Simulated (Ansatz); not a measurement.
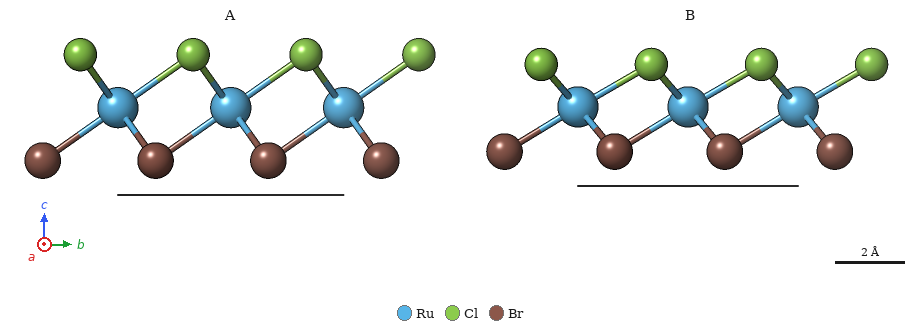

Two geometries of a slab of composition RuBrCl, drawn at one scale. One is the start of a relaxation, the other its converged end. The picture is a ball-and-stick view of the 2 × 2 repeat of the cell, outlined in the plane, without the vacuum, seen along the a axis.

Computed with DFT, PBE, plane waves, PAW (Ansatz). Set-up: plane-wave cutoff 420 eV; k-point mesh 12 × 12 × 1; occupations fermi dirac; smearing width 0.02 eV; no spin polarisation; cell and atoms relaxed; force threshold 0.005 eV/Å.

Q: Which of the two is the end point?

A: Structure B is the relaxed one. The Cl atom moves most relative to the cell and the layer's centre: 0.28 Å along the normal (−c). By element the largest moves are Cl 0.28 Å, Br 0.26 Å, Ru 0.02 Å. In the plane the drawn cell goes a 7.575 → 7.391 Å (−2.4 %), b 7.575 → 7.391 Å (−2.4 %). Some distances before and after: Cl–Ru 2.674 → 2.465 Å, Br–Ru 2.674 → 2.498 Å. Bond angles that change, for instance: Ru–Cl–Ru 90.2° → 97.1°, Cl–Ru–Cl 90.2° → 97.1°, Cl–Ru–Br 89.8° → 83.7°. Over 5 accepted moves (6 points after the start) the energy falls by 0.716 eV per cell of the calculation. Largest force component: 2 eV/Å at the start, 0.003 eV/Å at the end. At 1 point the geometry stayed and the basis and grid were re-selected for the new cell (energy shift of 0.6 meV per cell of the calculation at most each time). The program noted that it reset the height of the cell.
